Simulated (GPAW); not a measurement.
BaTiO3 (Pm-3m): how ε∞ follows the gap

The empty bands of BaTiO3 (Pm-3m) are shifted up rigidly by Δ, and ε∞ is computed for each shift.

Symmetry: Pm-3m, No. 221, cubic system. Conventional cell: a = 4.006 Å, b = 4.006 Å, c = 4.006 Å, α = 90.00°, β = 90.00°, γ = 90.00°. Around Ba on site b lie 12 O at 2.83 Å. Ti on site a has 6 O at 2.00 Å as nearest neighbours. O on site d is surrounded by 2 Ti at 2.00 Å.

Method: GPAW 26.7.0, PBE, RPA, k-mesh 8×8×8, local fields up to 70 eV, Lorentzian half width 0.12 eV.

Launch of the response step: `OMP_NUM_THREADS=1 python df.py`. The series took 3.5 min in all, its band step included, on 1 thread of Arm Neoverse V2, on a shared host.

```
Δ (eV)     ε∞
  0.00      ?
  0.25  5.852
  0.50  5.654
  0.75  5.474
  1.00  5.311
  1.50  5.027
  2.00  4.783
  3.00  4.388
```

With one effective transition at E₀ and fixed dipole strength, ε∞ − 1 = A/(E₀ + Δ), so 1/(ε∞ − 1) is linear in Δ.

Working, on the rows shown:

| x = Δ (eV) | y = 1/(ε∞ − 1) |
| --- | --- |
| 0.25 | 0.206101 |
| 0.5 | 0.214869 |
| 0.75 | 0.223514 |
| 1 | 0.231965 |
| 1.5 | 0.248324 |
| 2 | 0.26434 |
| 3 | 0.295159 |

Means: x̄ = 1.2857, ȳ = 0.24061. Σ(x − x̄)(y − ȳ) = 0.1797, Σ(x − x̄)² = 5.554. Slope = 0.1797 / 5.554 = 0.03236; intercept = ȳ − slope · x̄ = 0.199. Turned back into ε∞, the line misses the rows shown by at most 0.023.

What does the fit predict for the withheld row, and how well does it do?

At x = 0 the line gives y = 0.199, that is 6.025. The run gave 6.073, so the extrapolation is off by 0.048, 3 % of the range in the table.

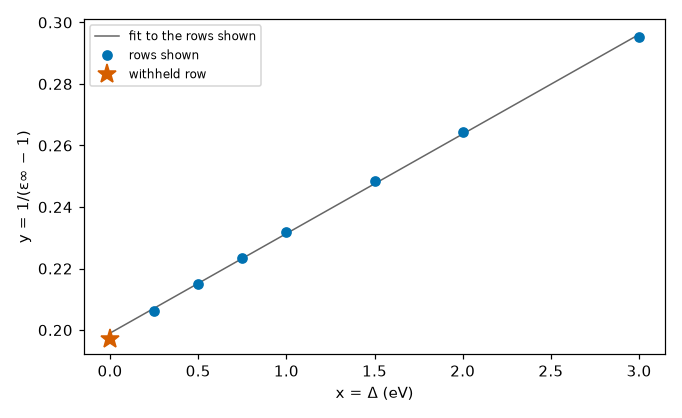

Refitted with all rows, the slope is 0.03266 and the intercept 0.19843. These give E₀ = intercept/slope = 6.1 eV, far above the least direct gap of 1.91 eV: most of the screening comes from transitions well over the edge. Over the first step ε∞ falls by 15 % per eV. Excitons are left out; PBE gaps are as a rule too small. The values come from a sum over the points of one k-mesh and carry its error, which grows as the direct gap shrinks. This version of GPAW has incomplete matrix elements in the optical limit, which can lower ε − 1 by up to a tenth where first-row anions or d states rule. Spin-orbit coupling is left out.

[Logs are printed without paths, hosts, clocks, repeated set-up lines and the standing remarks that a program may print on its own settings, such as how far it seeks lower states.]
